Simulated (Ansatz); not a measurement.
```
Cs Br
1.0
     7.55815    0.00000    0.00000
     0.00000    7.55815    0.00000
     0.00000    0.00000    7.55815
Cs Br
4 1
Direct
  0.50000 0.00000 0.00000
  0.00000 0.50000 0.00000
  0.00000 0.00000 0.50000
  0.50000 0.50000 0.50000
  0.00000 0.00000 0.00000
```

Space group Pm-3m; a structure generated by program, which may or may not match a known phase; computed without spin polarisation.

Theory: DFT PBE, scalar-relativistic, plane waves, PAW in Ansatz.

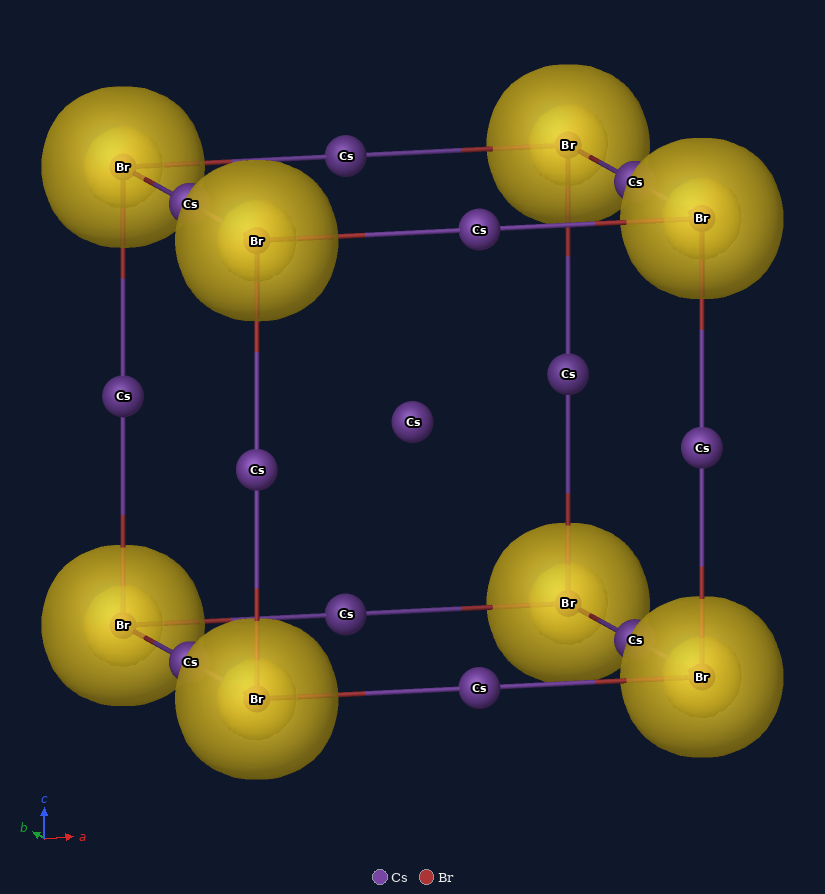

Cs4Br. Isosurface of the ELF at 0.75 (yellow), seen slightly off an axis. Only the valence region is drawn (cores and ρ < 0.01 e/Å³ removed). Sticks mark near contacts.

Core electrons are frozen (PAW), and the valence fields are smoothed inside the atomic spheres.

**Describe the localisation domains.**

At this value the surface marks out one region wrapped around Br (its valence shell), counted in one cell of 5 atoms. Any copies at cell faces, edges or corners count once.

Values along the shortest contacts:
Cs–Br (3.78 Å): the ELF is about 0.05 at the midpoint: no shared electron pair shows on this line.
